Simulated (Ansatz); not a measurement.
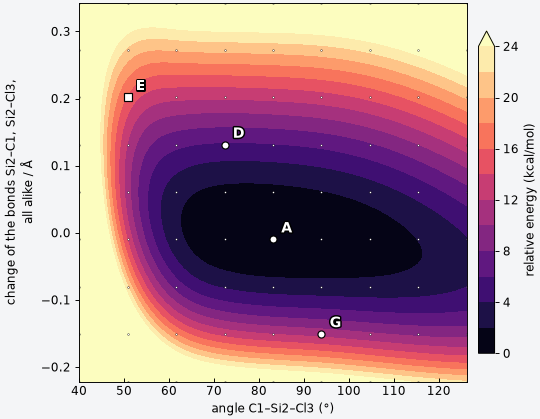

CClSi, SMILES [C-]#[Si]Cl, charge −1. 
- The first coordinate is: angle C1–Si2–Cl3; the second: change of the bonds Si2–C1, Si2–Cl3, all alike.
- Nothing is relaxed (all other coordinates rigid).
- The scan uses a 9 × 9 grid.
- Points are written as (first, second).
- All energies are given in kcal/mol relative to the relaxed molecule at the same level.
- Computed with RKS wB97M-V/def2-SVPD (Ansatz).

In the figure: filled contours, dots at the grid points, one colour for all values above the top of the scale, lettered points. Between grid points the surface is interpolated.

Rank the lettered points by energy, lowest first.

A (0.043 kcal/mol), D (5.7 kcal/mol), G (11.2 kcal/mol), E (15.7 kcal/mol).

What kind of point is each of A, D, G: minimum, saddle, maximum or slope?

A: minimum; D: on a slope; G: on a slope. (In these two coordinates alone; a stationary point may lie a little off the grid point.)
